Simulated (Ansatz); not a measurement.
# CH$_{7}$BGaN: single-point calculation

The run: single-point calculation of CH$_{7}$BGaN, SMILES BN[CH2][GaH2]. Method and program: RKS PBE/def2-TZVP (Ansatz 0.2.0).

Some settings of this run were made unusual or wrong on purpose. The geometry comes from this level: PBE0-D4/def2-TZVP.

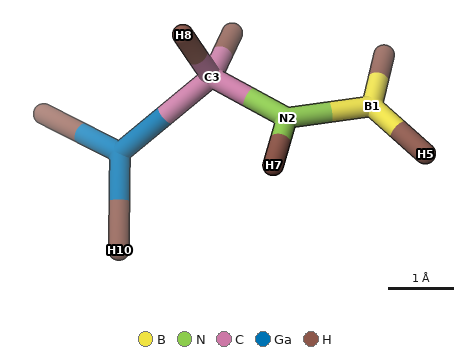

Figure 1. The input geometry (stick view, seen at a tilt; atoms are numbered from 1 in the order of the input). Sticks mark near contacts. Bond lengths as drawn: B–H 1.19 to 1.20 Å, B–N 1.37 Å, C–Ga 1.98 Å, C–H 1.07 to 1.12 Å, C–N 1.40 Å, Ga–H 1.53 to 1.60 Å and H–N 1.05 Å.

Input
```yaml
crystal:
  periodic: [false, false, false]
  atoms:
    - {symbol: B, position_ang: [-0.662680, 1.806285, 0.719022]}
    - {symbol: N, position_ang: [0.206861, 0.794864, 0.413019]}
    - {symbol: C, position_ang: [0.051974, -0.600394, 0.442979]}
    - {symbol: Ga, position_ang: [0.434194, -1.572167, -1.241232]}
    - {symbol: H, position_ang: [-0.333503, 2.937986, 0.523682]}
    - {symbol: H, position_ang: [-1.768245, 1.447400, 0.997714]}
    - {symbol: H, position_ang: [1.174186, 1.072405, 0.102239]}
    - {symbol: H, position_ang: [0.592798, -1.074935, 1.237602]}
    - {symbol: H, position_ang: [-1.030075, -0.788025, 0.677791]}
    - {symbol: H, position_ang: [1.218315, -0.928912, -2.385421]}
    - {symbol: H, position_ang: [-0.079779, -3.072069, -1.464156]}
basis:
  gaussian: {orbitals: def2-TZVP, final_grid: {core_spheres: 1, valence_spheres: 1, degree: 3}}
hamiltonian: {xc: {name: PBE}}
```

Machine: 4 threads of Arm Neoverse V2, 23 GiB of memory available, shared host.

Run as:
```bash
ansatz run in.yaml --threads 4 --pin off --events-out ev --progress --plain --max-ram 10444MiB
```

The program's output
```
Functional definition: PBE
  name "PBE"
  cite "Perdew, Burke & Ernzerhof, Phys. Rev. Lett. 77, 3865 (1996) doi:10.1103/PhysRevLett.77.3865"
  parent pbe
  parameter kappa = 0.804
  parameter beta = 0.06672455060314922
  exchange = pbe_x(kappa = kappa, mu = beta*pi^2/3)
  correlation = pbe_c(beta = beta)
1180 factors; their error is unknown
mean field evaluation 1: about -55669.7807 eV, gradient 8.3e1 eV
mean field evaluation 2: about -55584.9566 eV, gradient 1.8e2 eV
mean field evaluation 4: about -55683.2948 eV, gradient 1.4e1 eV
mean field evaluation 8: about -55683.7045 eV, gradient 1.1e-1 eV
mean field evaluation 16: about -55779.3273 eV, gradient 8.8e1 eV
mean field evaluation 32: about -55822.4624 eV, gradient 1.5e-3 eV
mean field evaluation 64: about -55822.4421 eV, gradient 2.9e-1 eV
mean field evaluation 96: about -55806.6215 eV, gradient 5.1e1 eV
a density is far from that of the atoms, so the factors are made again for it
1734 factors; integrals over basis functions are off by at most 1.9e-4 eV
mean field evaluation 128: about -55597.7076 eV, gradient 1.4e2 eV
mean field -55822.43943374 eV, -2051.4368113814 hartree, gradient 2.7e-5 eV, S^2 0.000000; 0 other end points of the search recorded, 0 dependent functions left out
reference -55822.43966118 eV, -2051.4368197397 hartree; 28, 28 occupied and 155, 155 virtual orbitals, 1734 factors
Total energy: -55822.43966118 eV, -2051.4368197397 hartree
```

Outcome

| quantity | value |
| --- | --- |
| outcome | converged |
| total energy | −55822.4397 eV |
| SCF solution under orbital rotations | stable |
| wall time | 23 s (CPU time 79 s) |
| peak memory | 0.44 GiB |

Diagnosis

This input holds a deliberate fault: grid. The program still converged, but the numbers can't be taken as results for the intended system.
